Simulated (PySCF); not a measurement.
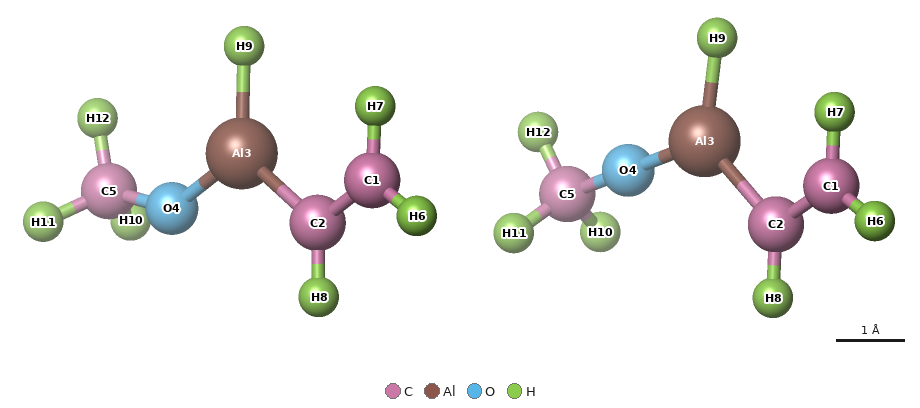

Two geometries of C3H7AlO, drawn at one scale. One is the start of a relaxation, the other its converged end. A ball-and-stick model, seen from a free direction.

Theory: PBE0-D3(BJ)/def2-SVP geometry optimisation, gas phase in PySCF 2.14.0, density-fitted response routines. 

Which one is relaxed?

Answer. The left one is the relaxed one. The start comes from GFN2-xTB. Its atoms were then displaced at random by about 0.01 Å. Over 12 geometry steps the energy falls by 4.20 kcal/mol. O4 moves most after the best rigid fit: 0.57 Å. By element the largest moves are O 0.57 Å, H 0.47 Å, Al 0.20 Å, C 0.10 Å. Some distances before and after: C1–C2 1.304 → 1.343 Å, Al3–H9 1.554 → 1.589 Å, C2–Al3 1.968 → 1.936 Å, C5–H11 1.075 → 1.105 Å. Among the angles between lasting bonds that change: Al3–O4–C5 179.6° → 140.5°, C2–Al3–O4 126.3° → 119.0°, O4–Al3–H9 114.5° → 120.1°. Cost: 54 s on 1 thread of Arm Neoverse V1, on a shared host.
